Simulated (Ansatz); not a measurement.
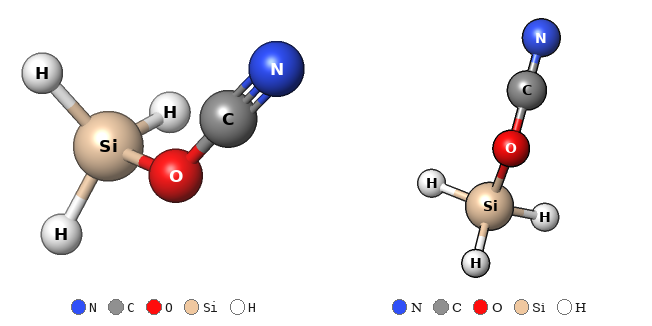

Both panels show the same species.

The geometry was computed by an optimisation with PBE0-D4/def2-TZVP.

**Count the atoms of each element.**

CH3NOSi, 7 atoms: 1 carbon, 3 hydrogen, 1 nitrogen, 1 oxygen and 1 silicon.

**Does it have rings?**

It has no ring.

**Write the SMILES.**

N#CO[SiH3]

**How many bonds of each kind are drawn?**

3 Si–H, 1 C–N, 1 C–O, 1 O–Si.

The parts below concern this one geometry. Atoms keep their numbers from picture to picture.

## Geometry

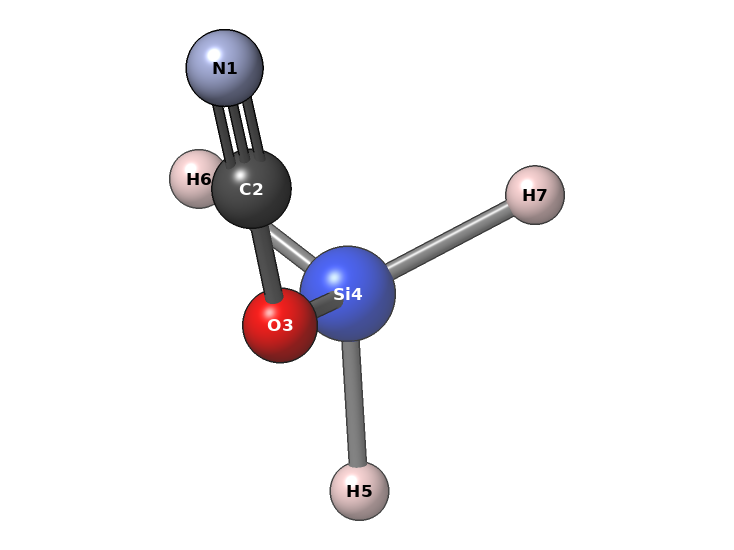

Si4 lies behind O3. The molecule seen a little off the O3–Si4 bond, O3 in front. Depth is shown by fading: the farther an atom, the more it takes the colour of the background.

**What is the torsion angle C2–O3–Si4–H5? The sign is positive where the front bond must turn clockwise to cover the back bond.**

−179°, antiperiplanar (anti).

## Dipole moment

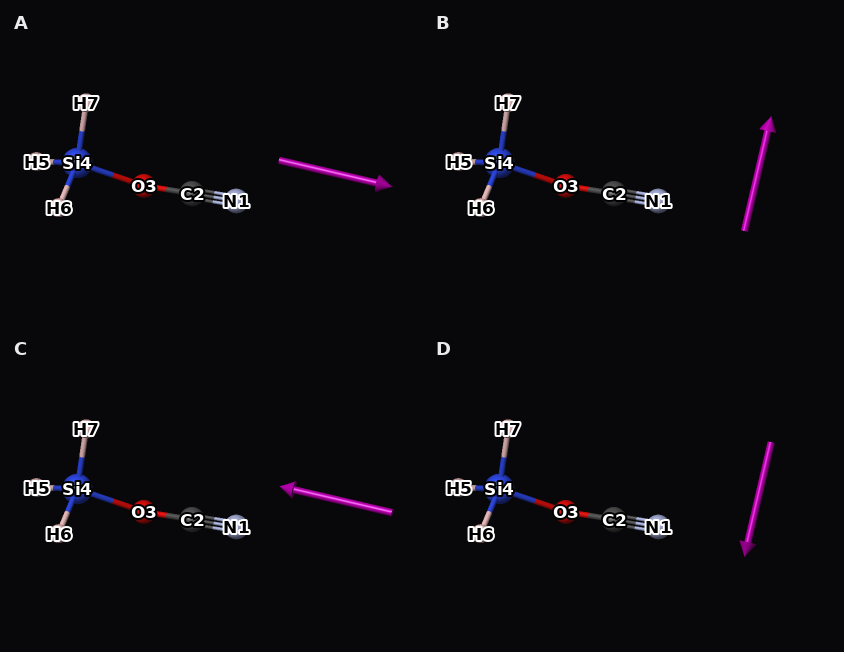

The same molecule four times, each with an arrow. Method: RKS r2SCAN-D4/def2-TZVPP (Ansatz 0.2.0).

**Which arrow points along the dipole moment, from the negative to the positive end?**

C. The dipole moment is 4.69 D; it points from the side of N1 to the side of H5 (the outermost atoms at the two ends).

## Charges

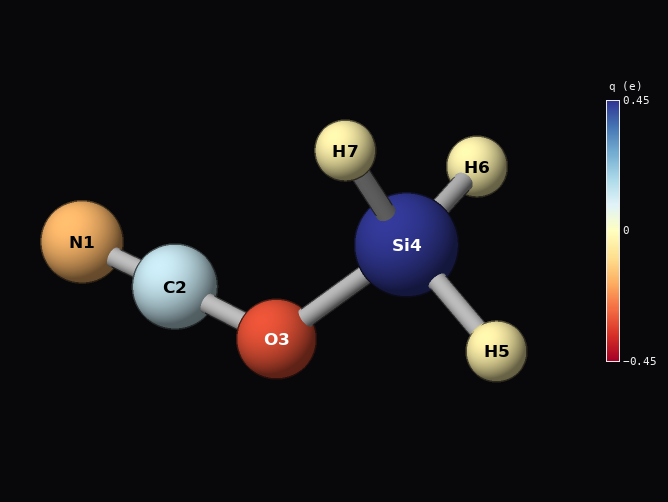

Atoms are coloured by their Mulliken charges. Level of theory: RKS r2SCAN-D4/def2-TZVPP (Ansatz 0.2.0).

Give the Mulliken charges atom by atom.

```
atom  value (e)
  N1      −0.16
  C2       0.13
  O3      −0.31
 Si4       0.44
  H5      −0.04
  H6      −0.04
  H7      −0.04
```

## Vibrations

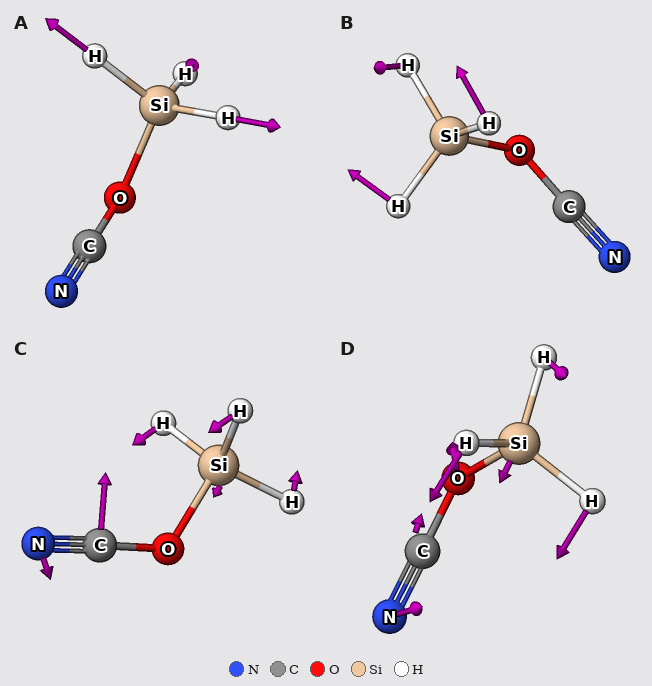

4 normal modes of one molecule or complex, as arrows. Harmonic vibrations computed with RKS PBE0-D4/def2-TZVP (Ansatz 0.2.0) at a stationary point of the same level.

**Match the panels to the wavenumbers 139 cm⁻¹, 544 cm⁻¹, 947 cm⁻¹, 2264 cm⁻¹.**

A: 2264 cm⁻¹, in-phase stretching of 2 Si–H bonds
B: 947 cm⁻¹, H–Si–H bending
C: 544 cm⁻¹, C–O–Si bending
D: 139 cm⁻¹

Mulliken values depend strongly on the basis set and can even reverse the polarity of a bond.
